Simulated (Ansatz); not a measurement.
## Electronic structure of H$_{4}$O$_{4}$Zr···HBr in real space

```xyz
11

Zr   -0.2352   -0.2932    0.0368
O    -0.0183    0.2250    1.9705
H    -0.3403   -0.0667    2.8397
O     1.5143   -0.5527   -0.7313
H     2.3943   -0.4303   -1.1116
O    -1.1886    1.1081   -0.8824
H    -1.4915    1.9123   -1.3236
O    -1.2523   -1.9363   -0.0325
H    -1.6827   -2.7314   -0.3747
Br    1.7376    2.7886    2.1003
H     0.8849    1.5509    2.1521
```

Core potentials replace the inner electrons of Zr.

All numbers below come from RKS PBE/def2-SVP (Ansatz 0.2.0).

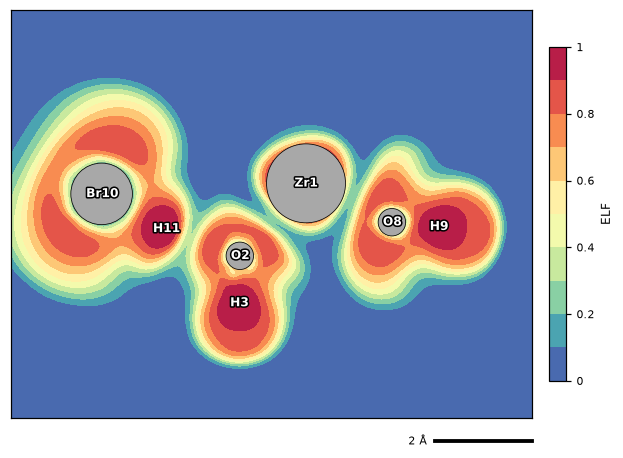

Figure 1. Electron localisation function on the plane of atoms O2, Zr1 and O8. Grey discs cover the atomic cores.

Describe what can be read from this map.

Answer.
- The plane passes through Zr, O, H and Br nuclei.
- O2···H11 (1.61 Å): the ELF dips to about 0.30 between them.
- Zr–O (1.93 Å): the ELF peaks at about 0.80 in the valence shell of O, 0.5 Å from its nucleus, and drops to about 0.20 between the two atoms.
- O–H (0.97 Å): the ELF climbs to about 1 towards the hydrogen, as it does in any bond to H; an ordinary covalent bond to hydrogen.
- Zr–O (2.01 Å): the ELF peaks at about 0.85 in the valence shell of O, 0.6 Å from its nucleus, and drops to about 0.20 between the two atoms.
- Br–H (1.50 Å): the ELF climbs to about 1 towards the hydrogen.
- The ELF also peaks beside Br10, away from the bonds: lone-pair regions.

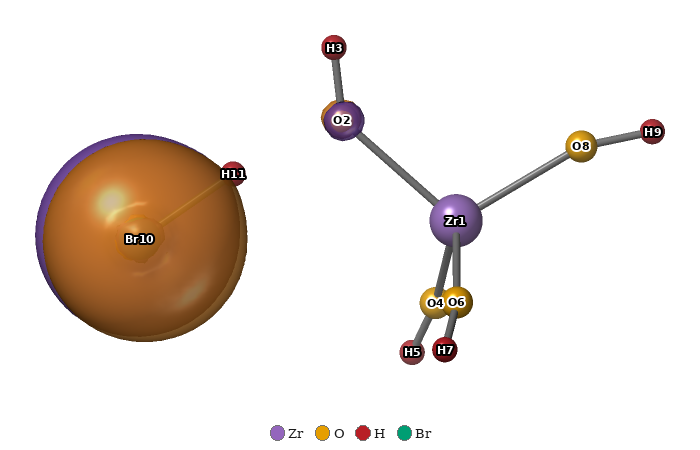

Figure 2. One frontier orbital at ±0.1 Å⁻³ᐟ² (orange and purple are the two phases), seen across its widest extent.

Which orbital is it: HOMO or LUMO?

Answer. The HOMO, at −5.94 eV. By Hirshfeld shares it lies mainly on Br10 (about 95 %); largely a lone pair of Br10.

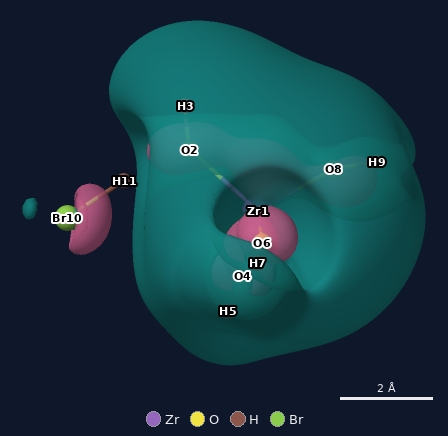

Figure 3. The LUMO at ±0.04 Å⁻³ᐟ² (teal and pink are the two phases), seen at a tilt.

What is the character of this orbital?

Answer. It lies mainly on Zr1 (about 55 %), H3 (about 10 %) and O8 (about 5 %). Its energy is −0.89 eV.
